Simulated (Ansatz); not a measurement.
# TiAl (P-6m2): phonons and vibrational spectra, part 2 of 2

Wanted: phonon frequencies of TiAl (P-6m2) and what follows from them.

Ansatz 0.2.0; DFT PBEsol, scalar-relativistic, plane waves, PAW.

So far. Step 3 (Relaxing to small forces for the phonons): The forces vanish by symmetry and the pressure is 0.006 GPa, within the tolerances set. The cell now holds 16.21 Å³/atom. The relaxed cell has a = 2.846, c = 4.621 Å (conventional setting).

**4. Modes at Γ**

The zone centre comes first: it holds the modes that light can see, as far as symmetry allows. No field response is asked, since the mesh shows no gap.

Input file input.yaml:

```yaml
crystal:
  lattice:
    - [2.846335142, 0.0, 0.0]
    - [-1.423167571, 2.4649985407, 0.0]
    - [0.0, 0.0, 4.6209397166]
  atoms:
    - { symbol: Ti, position: [0.0, 0.0, 0.0] }
    - { symbol: Al, position: [0.3333333333, 0.6666666667, 0.5] }
kpoints:
  mp_grid: { grid: [18, 18, 8] }
hamiltonian:
  xc: pbesol
scf:
  occupations: { method: methfessel_paxton, width: 0.15 }
output:
  eigenvalues: true
phonons:
  method: dfpt
```

Command:

```console
$ ansatz run input.yaml --threads 4 --pin off --max-ram 7168MiB --backend cpu --events-out ev --progress --plain --runs-dir out
```

Numbers of over 12 decimals in the logs are rounded to 6 here.

Log:

```text
zone centre: on kpoints.mp_grid the ground state, and the responses unless they are solved on pairs of k-points, stand on 455 of the mesh's 2592 k-points, reduced under 4 symmetry operations, with k and −k counted as one. Each operation leaves every solved displacement unchanged or reverses it
[...]
Crystal: 2 atoms, lattice volume = 32.421 Å³
Basis set: ecut = 420 eV, 627 PW (Γ), exchange–correlation on 40×40×64 points (8 copies of the dense FFT grid, shifted against one another)
Bands: 12, of which v1, the nominal top of the filled ones, is band 8 counted from 1 (7 counted from 0)
Symmetry: 12 space group operations
k-points: 455 of 2592 (irreducible under 4 space group operations, time reversal used)
[...]
SCF iter   1: F=—  HF=-2998.957324 eV  |F-HF|=—  |Δ(HF+E_count)|=         —  Δρ=9.39e-3  dr2=3.92e-2  ethr=1.77e-3  ⟨swp⟩=5.0  Hψ=27530  notcnv=0
[...]
SCF iter   8: F=-2998.949204 eV  HF=-2998.949204 eV  |F-HF|=0.00e0  |Δ(HF+E_count)|=  9.09e-13  S|Δr|=    0.00e0  Δρ=4.52e-8  dr2=3.25e-13  ethr=1.00e-12  ⟨swp⟩=5.2  Hψ=19092  notcnv=0
SCF 1 converged in 8 iterations: F = -2998.949204 eV  dr2 = 3.25e-13
[...]
DFPT response loops at Γ: preconditioner auto → Kerker (q_TF=auto, 2.399 Å⁻¹) (partly filled bands, converged f_vac=0.000); β = 1.00, the filter's whole step (`scf.mixing.beta` (0.50) is not read by the response loops under this deck's `scf.mixing.preconditioner`; to damp them name `kerker` or `kerker_dos`, under which they read `scf.mixing.beta`, and type it under 1.00, their step now; both keys bind the ground state too); Broyden in place of MSR1
SCF converged after 8 iterations
[...]
Free energy (F): -2998.949204 eV
[...]
Internal energy: -2998.947511 eV  (E = F + TS)
E sigma→0 (E₀):  -2998.948781 eV
Entropy (-TS):   -0.001693 eV (-0.846 meV/atom)
Fermi energy:    10.703161 eV
[...]
--- Band table (eV; the first three rows and the last of 455) ---
  k-point 0: bands = [... 4 lower, 1.6717, 8.3959, 8.9079, 12.0195, 12.0195, 13.5549, 13.5549, 14.8068]
  k-point 1: bands = [... 4 lower, 1.7727, 7.6182, 9.4740, 12.0215, 12.0215, 13.5427, 13.5427, 15.1373]
  k-point 2: bands = [... 4 lower, 2.0522, 6.6013, 9.9555, 12.0262, 12.0262, 13.5135, 13.5135, 16.0091]
  k-point 454: bands = [... 4 lower, 6.3935, 9.4016, 10.2702, 10.4082, 11.0346, 11.8829, 14.5747, 15.1261]
--- Phonons (Γ-DFPT): 4 representative perturbations + reference, on 455 of 2592 k-points (Σ response iterations 12) ---
  k mesh reduced under 4 symmetry operations, with k and −k counted as one. Each operation leaves every solved displacement unchanged or reverses it
  ASR residual: 3.838e-5 → 0.000e0 eV/Å²; symmetrization residual: 5.135e-6 eV/Å²
  ASR residual per site (eV/Å²): 1.42e-5 3.84e-5
  Γ frequencies (cm⁻¹): 0.00 0.00 0.00 182.11 182.11 342.39
  non-analytic LO–TO correction: not included (Born effective charges unavailable; polar crystals: no LO–TO splitting at Γ)
```

Wall time 15 s (4 threads of Arm Neoverse V2, shared host); peak memory 0.81 GiB; 54 s of CPU time.

This step gave:

| Item | Value |
| --- | --- |
| sum-rule residual before enforcement | 3.84e-5 eV/Å² |
| point group | -6m2 |
| highest optical mode at the zone centre (no LO-TO term) | 342.4 cm⁻¹ |
| lowest optical zone-centre mode | 182.1 cm⁻¹ |

Patterns of degenerate modes are one choice out of their space. Modes at Γ, with each element's share of the kinetic energy:

```
mode  frequency (cm⁻¹)  symmetry  Ti %  Al %
   1               0.0  acoustic    64    36
   2               0.0  acoustic    64    36
   3               0.0  acoustic    64    36
   4             182.1        E'    36    64
   5             182.1        E'    36    64
   6             342.4      A2''    36    64
```

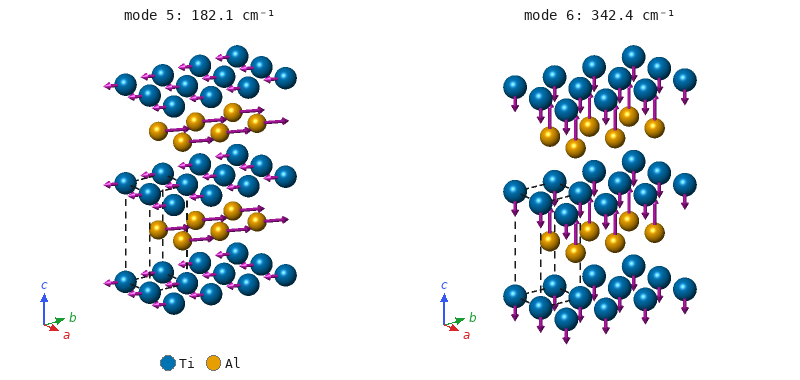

Displacement patterns of modes 5 and 6 at Γ; arrows are exaggerated. 2×3×2 cells are drawn. Some periodic images of atoms are drawn too.

Before it was imposed, the acoustic sum rule was missed by 3.8e-5 eV/Å². Small misses are needed for a sound result but don't prove that mesh and cutoff are converged. The lowest optical mode is real, 182 cm⁻¹.

**5. The dispersion**

Stability and thermal properties need the whole zone. Linear response on a 6×6×4 q mesh gives force constants as far as a supercell of that size would.

input.yaml, the sections that differ from step 4:

```yaml
phonons:
  method: dfpt
  qmesh: [6, 6, 4]
  temperatures: { t_max: 1000, t_step: 50 }
  qpath:
    path:
      - [[0.0, 0.0, 0.0], [0.5, 0.0, 0.0], [0.33333333, 0.33333333, 0.0], [0.0, 0.0, 0.0], [0.0, 0.0, 0.5], [0.5, 0.0, 0.5], [0.33333333, 0.33333333, 0.5], [0.0, 0.0, 0.5]]
      - [[0.5, 0.0, 0.5], [0.5, 0.0, 0.0]]
      - [[0.33333333, 0.33333333, 0.5], [0.33333333, 0.33333333, 0.0]]
    npoints: 10
# crystal, kpoints, hamiltonian, scf, output: as in step 4
```

Log:

```text
[...]
Crystal: 2 atoms, lattice volume = 32.421 Å³
Basis set: ecut = 420 eV, 627 PW (Γ), exchange–correlation on 40×40×64 points (8 copies of the dense FFT grid, shifted against one another)
Bands: 12, of which v1, the nominal top of the filled ones, is band 8 counted from 1 (7 counted from 0)
Symmetry: 12 space group operations
k-points: 185 of 2592 (time reversal used)
[...]
SCF iter   1: F=—  HF=-2998.957321 eV  |F-HF|=—  |Δ(HF+E_count)|=         —  Δρ=9.39e-3  dr2=3.92e-2  ethr=1.77e-3  ⟨swp⟩=5.0  Hψ=11201  notcnv=0
[...]
SCF iter   8: F=-2998.949204 eV  HF=-2998.949204 eV  |F-HF|=0.00e0  |Δ(HF+E_count)|=  2.27e-12  S|Δr|=    0.00e0  Δρ=4.61e-8  dr2=3.16e-13  ethr=1.00e-12  ⟨swp⟩=5.3  Hψ=7856  notcnv=0
SCF 1 converged in 8 iterations: F = -2998.949204 eV  dr2 = 3.16e-13
[...]
phonons: the bands overlap, so this run is a metal and interpolates without the dipole-dipole term. If the crystal is really an insulator or semiconductor, its LO-TO splitting is missing
NSCF: frozen V_eff on 185 k-points
[...]
DFPT response loops at q = (0, 0, 0) (fractional): preconditioner auto → Kerker (q_TF=auto, 2.399 Å⁻¹) (partly filled bands, converged f_vac=0.000); β = 1.00, the filter's whole step (`scf.mixing.beta` (0.50) is not read by the response loops under this deck's `scf.mixing.preconditioner`; to damp them name `kerker` or `kerker_dos`, under which they read `scf.mixing.beta`, and type it under 1.00, their step now; both keys bind the ground state too); Broyden in place of MSR1
[...]
SCF converged after 8 iterations
[...]
Free energy (F): -2998.949204 eV
[...]
Internal energy: -2998.947511 eV  (E = F + TS)
E sigma→0 (E₀):  -2998.948781 eV
Entropy (-TS):   -0.001693 eV (-0.846 meV/atom)
Fermi energy:    10.703161 eV
[...]
--- Band table (eV; the first three rows and the last of 185) ---
  k-point 0: bands = [... 4 lower, 1.6717, 8.3959, 8.9079, 12.0195, 12.0195, 13.5549, 13.5549, 14.8068]
  k-point 1: bands = [... 4 lower, 1.7727, 7.6182, 9.4740, 12.0215, 12.0215, 13.5427, 13.5427, 15.1373]
  k-point 2: bands = [... 4 lower, 2.0522, 6.6013, 9.9555, 12.0262, 12.0262, 13.5135, 13.5135, 16.0091]
  k-point 184: bands = [... 4 lower, 8.6391, 8.7327, 10.0236, 10.0806, 10.7110, 11.9878, 14.0986, 15.3758]
--- Phonons (Γ-DFPT): 4 representative perturbations + reference (Σ response iterations 12) ---
  ASR residual: 3.795e-5 → 0.000e0 eV/Å²; symmetrization residual: 5.800e-6 eV/Å²
  ASR residual per site (eV/Å²): 1.41e-5 3.80e-5
  Γ frequencies (cm⁻¹): 0.00 0.00 0.00 182.11 182.11 342.39
--- Phonons (arbitrary-q DFPT): 21 irreducible q on the 6×6×4 mesh ---
  q = [0.0000, 0.0000, 0.0000] (star 1, of the zone-centre solve; hermiticity 1.56e-6, symmetrization 7.96e-13): -0.00 -0.00 0.00 182.11 182.11 342.39
  q = [0.0000, 0.0000, 0.2500] (star 2, 4 solved perturbations in 2048 linear systems a pass and spin channel, the states on 728 of 2592 k-point pairs; hermiticity 9.48e-7, symmetrization 7.43e-13): 77.03 77.03 135.38 171.19 171.19 317.75
[...]
q = [0.0000, 0.1667, 0.0000] (star 6, 6 solved perturbations on 855 of 2592 k-point pairs; hermiticity 1.23e-6, symmetrization 1.40e-14): 25.11 91.32 127.54 197.89 219.30 329.86
[...]
sum rule: each row above includes the acoustic sum rule's correction from the zone centre's row sums; it moved no ω² by more than (0.62 cm⁻¹)²
  mesh force constants: q→R imaginary residual 8.37e-19; ASR residual 3.795e-5 → 0.000e0 eV/Å²; symmetrization residual 8.882e-15 eV/Å²
  interpolated dispersion: 93 rows × 6 modes
  density of states and harmonic sums: on the 30×30×16 q-mesh, interpolated from the force constants of a 6×6×4 supercell (no non-analytic term)
  largest difference from the sums on the solved wave vectors: F 3.00e-3 eV, S 4.77e-6 and C_V 1.78e-6 eV/K
  zero-point energy: 0.078607 eV/cell   skipped modes (ω ≤ 0): 3   left out of the sums: 3.47e-5 of the cell's modes: C_V's classical limit lies that fraction below 3 k_B per atom; for a crystal, a wire or a layer, F and S can be off by more, and a phonons.interpolated_qmesh denser along its periods is the remedy for the sampling
```

It took 10 min on 4 threads; peak memory 2.5 GiB; 40 min of CPU time.

Numbers from this step:

```
sum-rule residual before enforcement                    : 3.80e-5 eV/Å²
lowest frequency on the path                            : 0 cm⁻¹
highest frequency on the path or at a solved wavevector : 342.4 cm⁻¹
mean frequency                                          : 211.3 cm⁻¹
Debye temperature (second moment)                       : 414 K
logarithmic mean frequency                              : 197.9 cm⁻¹
lowest mode on the q mesh (acoustic modes at Γ apart)   : 25.11 cm⁻¹
zero-point energy per atom                              : 39.3 meV
heat capacity at 300 K                                  : 22.74 J/(mol atoms K)
vibrational entropy at 300 K                            : 27.39 J/(mol atoms K)
```

Frequencies (cm⁻¹) solved at each irreducible wavevector; negative means imaginary. Frequencies by wavevector, by row:

```
q in reciprocal lattice units  star  mode 1  mode 2  mode 3  mode 4  mode 5  mode 6
                        0 0 0     1       0       0       0   182.1   182.1   342.4
                     0 0 0.25     2      77      77   135.4   171.2   171.2   317.8
                     0 0 -0.5     1   130.5   130.5   143.3   143.3   218.9     279
                   0 0.1667 0     6    25.1    91.3   127.5   197.9   219.3   329.9
                0 0.1667 0.25    12    94.6   109.8   182.5   187.2   208.7   314.9
                0 0.1667 -0.5     6   147.8   155.6   160.1   182.9   232.3   290.7
                   0 0.3333 0     6    90.9   166.3     198   223.8   268.4     316
                0 0.3333 0.25    12   128.5   157.5   208.5   212.1   267.3     314
                0 0.3333 -0.5     6   164.7   173.5   184.4   210.2   283.2   305.2
                     0 -0.5 0     3      72    97.3   202.3   233.3     289   306.4
                  0 -0.5 0.25     6      73   135.7   216.8   221.5   289.7   307.3
                  0 -0.5 -0.5     3    70.8   186.4   193.2   222.1   298.2   307.3
              0.1667 0.1667 0     6   120.7   152.5   173.3   228.5   255.3   320.6
           0.1667 0.1667 0.25    12   136.5   143.4   214.3   216.9   250.5   318.1
           0.1667 0.1667 -0.5     6   151.4   172.2   188.8   220.2   272.3     306
              0.1667 0.3333 0    12     152   163.6     217   237.3   284.4   303.5
           0.1667 0.3333 0.25    24   145.4   157.2   214.2   245.7   289.3   309.7
           0.1667 0.3333 -0.5    12   140.6   178.9   186.3   254.5   306.5   307.9
              0.3333 0.3333 0     2      99     156   254.8   261.9   279.1   282.1
           0.3333 0.3333 0.25     4   102.1   134.8   200.8     284     296   301.2
           0.3333 0.3333 -0.5     2    98.7   120.6   163.6   287.2   306.5   313.3
```

Interpolated from a 6×6×4 q mesh. Phonon branches along the path, in cm⁻¹:

```
    point  branch 1  branch 2  branch 3  branch 4  branch 5  branch 6
        Γ         0         0         0       182       182       342
        M        72        97       202       233       289       306
        K        99       156       255       262       279       282
        Γ         0         0         0       182       182       342
        A       130       130       143       143       219       279
        L        71       186       193       222       298       307
        H        99       121       164       287       306       313
        A       130       130       143       143       219       279
jump to L        71       186       193       222       298       307
        M        72        97       202       233       289       306
jump to H        99       121       164       287       306       313
        K        99       156       255       262       279       282
```

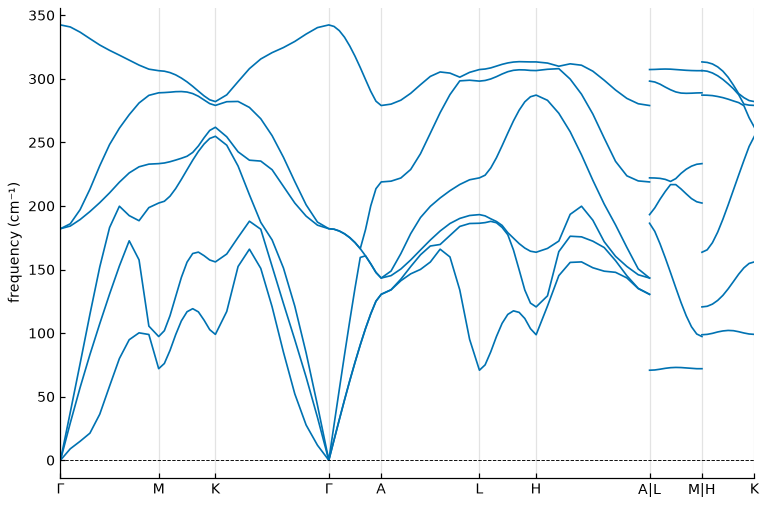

Phonon branches along the path.

The phonon density of states has structure finer than the step of the table below, so its rows give means over 25 cm⁻¹, whole bins alone (the curve runs from 2.5 to 342 cm⁻¹). Peaks (cm⁻¹: height): 152.5: 0.0405, 212.5: 0.0381, 287.5: 0.0326, 307.5: 0.0655.

Tetrahedra on a 30×30×16 mesh, mean over bins of 5 cm-1. Interpolated from a 6×6×4 q mesh. The phonon density of states by wavenumber; means over each step:

```
wavenumber (cm⁻¹)  phonon density of states (1/cm⁻¹/cell)
               25                                  7.5e-4
               50                                 0.00187
               75                                 0.00426
              100                                  0.0101
              125                                  0.0203
              150                                  0.0332
              175                                  0.0241
              200                                  0.0312
              225                                  0.0300
              250                                  0.0143
              275                                  0.0181
              300                                  0.0362
              325                                  0.0154
```

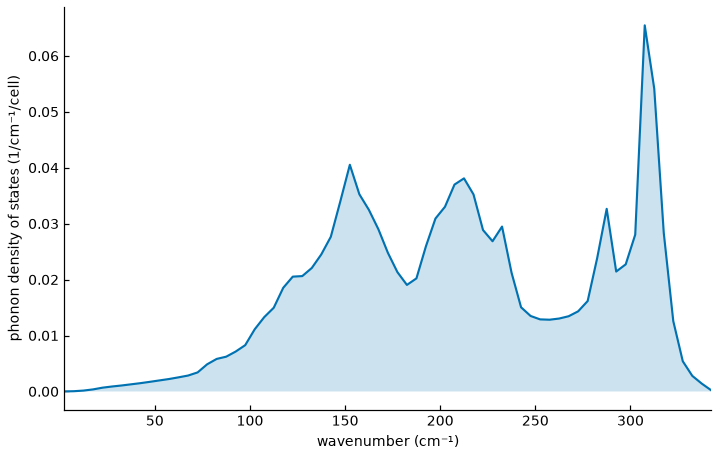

Phonon density of states against wavenumber.

The partial phonon density of states has structure finer than the step of the table below, so its rows give means over 20 cm⁻¹, whole bins alone (the curve runs from -10 to 363 cm⁻¹). Peaks (cm⁻¹: height): Al 233.8: 0.0170, 287.7: 0.0277, 308.8: 0.0466; Ti 79.1: 0.00607, 130.6: 0.0197, 154.1: 0.0282, 210.3: 0.0257, 308.8: 0.0166.

Phonopy on the run's constants, 21x21x13 mesh, Gaussian sigma 2.7 cm-1. Interpolated from a 6×6×4 q mesh. Table of partial phonon density of states by wavenumber; means over each step; values in 1/cm⁻¹/cell:

```
wavenumber (cm⁻¹)       Al       Ti
                0   2.3e-5   4.1e-5
               20   2.0e-4   3.5e-4
               40   5.0e-4   8.7e-4
               60   8.7e-4  0.00153
               80  0.00142  0.00372
              100  0.00273  0.00782
              120  0.00431   0.0138
              140  0.00672   0.0204
              160   0.0102   0.0236
              180   0.0101   0.0118
              200   0.0118   0.0196
              220   0.0130   0.0192
              240   0.0127  0.00707
              260   0.0103  0.00268
              280   0.0194  0.00173
              300   0.0274  0.00733
              320   0.0175  0.00786
              340   8.0e-4   4.5e-4
```

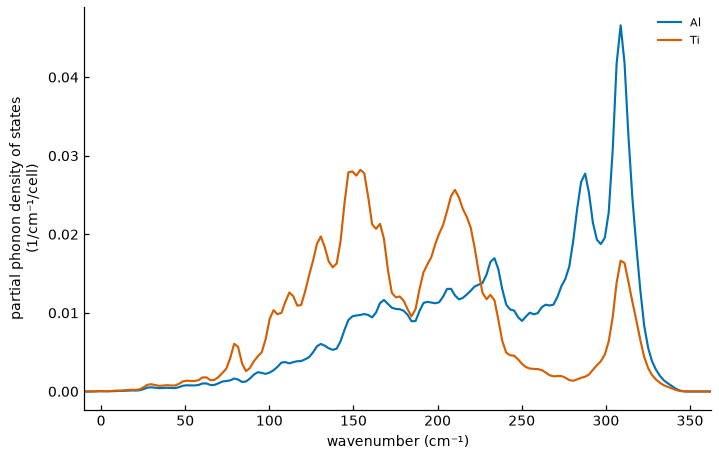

Partial phonon density of states, plotted against wavenumber.

Second derivatives of the energy by pair, one row for each kind of neighbour of each atom listed. Each entry sums the pair over the periodic images of the supercell that the q mesh stands for, and in a polar crystal it holds the long-range dipole part too. Force constants by pair, by row:

```
atom  neighbour  distance (Å)  third of the trace (eV/Å²)  along the pair's line (eV/Å²)
 Ti1     itself             0                       6.623                              –
 Ti1         Al         2.835                     -0.6731                         -1.868
 Ti1         Ti         2.846                     -0.1851                         -0.132
 Ti1         Al         4.018                      0.1066                         0.3076
 Ti1         Ti         4.621                     -0.1398                        -0.0848
 Ti1         Al         4.924                     -0.0306                        -0.1522
 Ti1         Ti          4.93                     -0.1484                        -0.6801
 Ti1         Ti         5.427                     -0.0215                        -0.0605
 Ti1         Ti         5.693                       -0.18                        -0.3872
 Al2     itself             0                       6.104                              –
 Al2         Ti         2.835                     -0.6731                         -1.868
 Al2         Al         2.846                     -0.3905                         -1.139
 Al2         Ti         4.018                      0.1066                         0.3076
 Al2         Al         4.621                     -0.0478                        -0.1078
 Al2         Ti         4.924                     -0.0306                        -0.1522
 Al2         Al          4.93                      0.0346                          0.057
 Al2         Al         5.427                      0.0017                        -0.0122
 Al2         Al         5.693                      -0.017                         -0.048
```

Harmonic thermodynamic functions per atom, from the density of states. Interpolated from a 6×6×4 q mesh. Thermodynamic functions, by row:

```
T (K)  F_vib (meV/atom)  S (J/mol-atom/K)  C_V (J/mol-atom/K)
    0              39.3                 0                   0
   50             39.12             1.409               3.875
  100             37.07             6.893               12.57
  200             23.63             18.59               20.41
  300             -0.42             27.39               22.74
  400            -32.42             34.08               23.66
  500             -70.6             39.41               24.11
  600            -113.8             43.83               24.36
  700            -161.2              47.6               24.51
  800            -212.3             50.88               24.61
  900            -266.6             53.78               24.68
 1000            -323.7             56.38               24.73
```

Harmonic mean-square displacement, third of the trace. Interpolated from a 6×6×4 q mesh. Mean square displacements, by row:

```
T (K)  Ti1 U_eq (Å²)  Al2 U_eq (Å²)
    0        0.00222        0.00298
  100        0.00336          0.004
  300        0.00808        0.00869
  600        0.01574        0.01665
```

Symmetry leaves 21 wavevectors to solve. The lowest mode among them, the acoustic zeros apart, lies at q = (0, 0.167, 0) and is real, 25.1 cm⁻¹.

**6. What came out**

```
space group after relaxation (within 0.01 Å)            : P-6m2
volume per atom                                         : 16.2 Å³
electronic character                                    : no gap on this mesh
highest optical mode at the zone centre (no LO-TO term) : 342 cm⁻¹
lowest optical zone-centre mode                         : 182 cm⁻¹
lowest mode on the q mesh (acoustic modes at Γ apart)   : 25.1 cm⁻¹
highest frequency on the path or at a solved wavevector : 342 cm⁻¹
zero-point energy per atom                              : 39.3 meV
heat capacity at 300 K                                  : 22.7 J/(mol atoms K)
vibrational entropy at 300 K                            : 27.4 J/(mol atoms K)
Debye temperature (second moment)                       : 414 K
imaginary modes on the 6×6×4 q mesh                     : none
```

**Reading.** The structure is a minimum as far as tested: no mode is imaginary at the 21 irreducible wavevectors of the 6×6×4 mesh, and the softest away from the acoustic zeros lies at 25 cm⁻¹. The optical modes at Γ span 182 to 342 cm⁻¹. With no gap, or one that is small against the smearing, the frequencies hang on the k mesh and the smearing, most of all near Kohn anomalies. The phonon runs are without spin polarisation, although the cell has an odd electron count. These are harmonic frequencies at zero temperature: anharmonic shifts, linewidths and thermal expansion are left out.

[Logs are printed without paths, hosts, clocks, repeated set-up lines and the standing remarks that a program may print on its own settings, such as how far it seeks lower states.]

[Hosts, paths, dates, database ids (printed as entryN), source tags and the programs' standing remarks are cut or masked in the printed files.]
